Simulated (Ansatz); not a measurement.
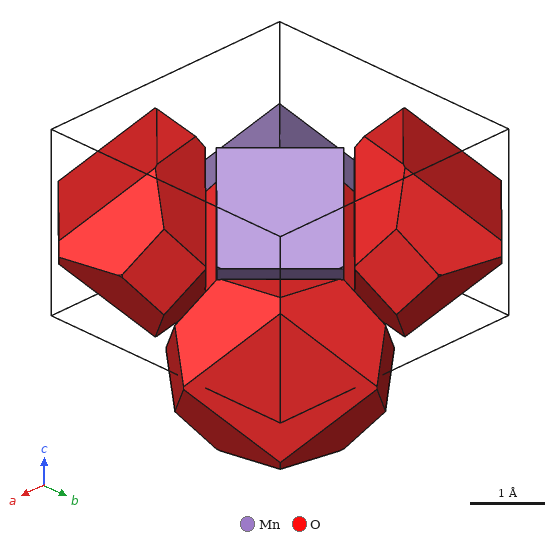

Computed Voronoi cells of the atoms in the unit cell of MnO₂ (space group P4_2/mnm (No. 136), a = 4.396 Å, b = 4.396 Å, c = 2.871 Å, α = 90.00°, β = 90.00°, γ = 90.00°), coloured by the element inside, shrunk a little to part them. Origin: a calculation's input that goes back to an entry of the Crystallography Open Database (an earlier step may have relaxed or displaced it).

```csv
site,Wyckoff,x,y,z
Mn,2a,0.0000,0.0000,0.0000
O,4f,0.3020,0.3020,0.0000
```

### What share of the volume falls to each element, and how large are the cells?

O: 10.5 Å³ per atom, 76 % of the volume; Mn: 6.8 Å³ per atom, 24 % of the volume. The partition uses no radii, so it reflects positions alone and not ionic sizes.
